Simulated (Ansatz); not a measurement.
# Tunnelling decay and corrugation (reconstruction): Ag(110) with every third atom of each close-packed row removed; Ir(100)-(2x1) missing row; and others

A simple barrier model says that the current falls as exp(−2κz) with κ = 0.512 √φ (Å⁻¹, φ in eV). How well does that hold over real surfaces, and how fast does atomic contrast fade as the tip draws back?

How it was computed: Ansatz 0.2.0, plane waves with PAW datasets (its set soft_2), functional as listed; relaxed slabs, Tersoff-Hamann images of the filled states within the window listed under the Fermi level. κ is fitted to the planar mean between 3 and 5 Å over the top atom; the model's barrier is the work function plus half the window. A setpoint is the mean density at the height named.

The runs side by side:

```tsv
surface	functional	work function (eV)	window (eV)	κ, model (Å⁻¹)	κ, fitted (Å⁻¹)	near setpoint (Å): corrugation (Å)	far setpoint (Å): corrugation (Å)
Ag(110) with every third atom of each close-packed row removed	PBEsol	4.27	0.30	1.08	1.17	2.5: 1.042	4: 0.543
Ni(100)-(3x1) missing row	PBE-D3(BJ)	4.65	0.30	1.12	1.20	3: 0.862	4.5: 0.456
Pd(110) with every third atom of each close-packed row removed	PBE	4.72	0.50	1.14	1.28	2.5: 1.275	4: 0.786
Cu(110) with every second atom of each close-packed row removed	LDA	4.76	0.50	1.15	1.22	3: 0.668	4.5: 0.406
Au(100)-(2x1) missing row	PBE	4.88	0.40	1.16	1.28	3: 1.373	5: 0.650
Pd(110)-(1x2) missing row	PBE	4.97	0.40	1.16	1.28	3: 1.539	4.5: 1.167
Rh(110)-(2x1)-N added row	PBEsol	4.97	0.30	1.16	1.25	3: 1.043	5: 0.494
Au(110) with every third atom of each close-packed row removed	PBE	4.98	0.30	1.16	1.26	3: 1.019	4.5: 0.696
Au(110) with every second atom of each close-packed row removed	PBE	4.99	0.40	1.17	1.26	3: 1.168	5: 0.632
Ir(100)-(2x1) missing row	LDA	5.46	0.40	1.22	1.29	3: 1.645	5: 0.695
```

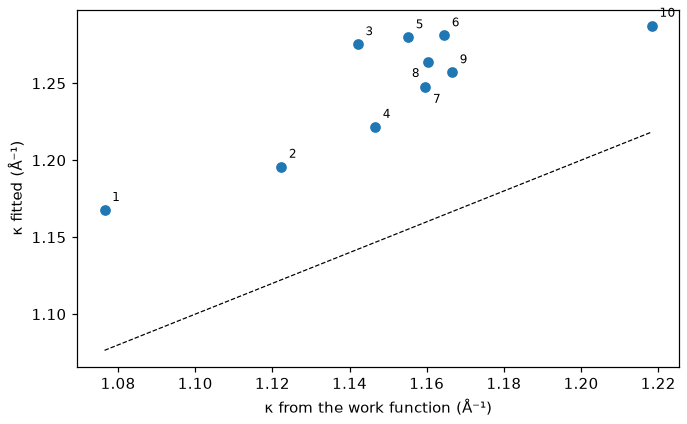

Fitted against model decay constants; points are numbered as the table's rows, and the dashed line marks equality.

**Reading.** The fitted κ is 1.06 to 1.12 times the model's, and larger in 10 of 10. Momentum along the surface adds to κ² and raises it, while a barrier that has not reached its full height this near the surface lowers it. Worked for Ag(110) with every third atom of each close-packed row removed: 0.512 × √(4.27 + 0.15) = 1.08 Å⁻¹; with the fitted 1.17 Å⁻¹ the current falls by exp(2 × 1.17) = 10.4 per Å. Where it is still over 0.005 Å at the far setpoint (10 rows), the corrugation falls by a factor of 1.2 to 1.5 per Å.

What the numbers leave out: The model has an s-wave tip and no forces between tip and sample. Semilocal potentials reach the vacuum level too fast, without an image tail. The surfaces are built from prototypes and need not be the stable ones; functionals, windows and heights differ between rows (the narrowest window from 0.2 eV on is taken, and runs with charge in the vacuum are left out), and rows with Cr, Mn, Fe, Co, Ni or Gd rest on one magnetic start or none. The table is a selection: not every member that was run is listed.

[Logs are printed without paths, hosts, clocks, repeated set-up lines and the standing remarks that a program may print on its own settings, such as how far it seeks lower states.]
